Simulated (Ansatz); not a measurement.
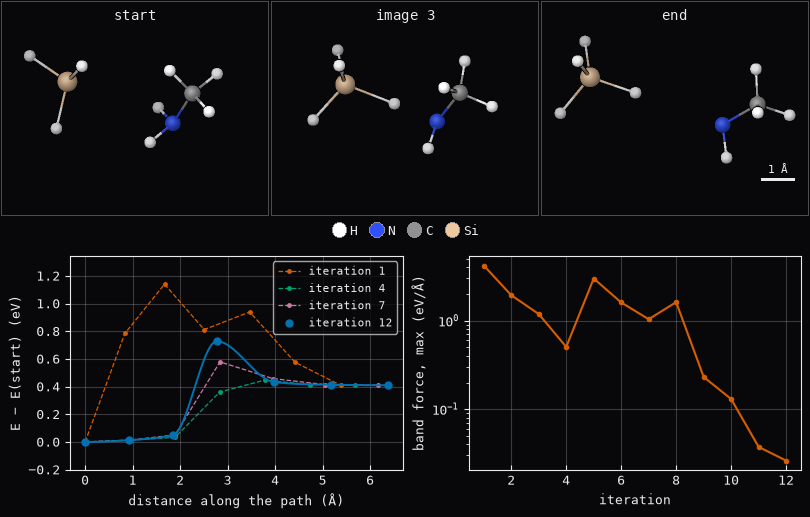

NEB run on CH8NSi (multiplicity 2), made up of CH5N and SiH₃. Images are numbered from 0 (start) to 6 (end). The plot follows the band through its iterations. Style: ball-and-stick. Shown at a tilt.

These are results of UKS B3LYP/def2-SVP (Ansatz), not measurements. Run with 5 movable images; climbing image; force threshold 0.03 eV/Å; iteration limit 60; starting path through a guess of the saddle point.

Question: Judge this run.

Answer: The result is final at these settings. The band converged in 12 iterations. The largest component of the band force went from 4.2 to 0.026 eV/Å. The climbing image converged on the top of the path. Its vibrational analysis gives one imaginary mode (1171i cm⁻¹), as a transition state must have. The first iteration put the highest image at 1.14 eV. The highest point, image 3, lies 0.73 eV above the start and 0.32 eV above the end; the end is at +0.41 eV relative to the start.

Limits of the set-up: the start holds two separate molecules, 2.7 Å apart at their closest, whose relative position is a soft coordinate and is computed without a dispersion correction.

The run took 2.4 min on 2 threads of Arm Neoverse V1 (shared host), peak memory 0.21 GiB.
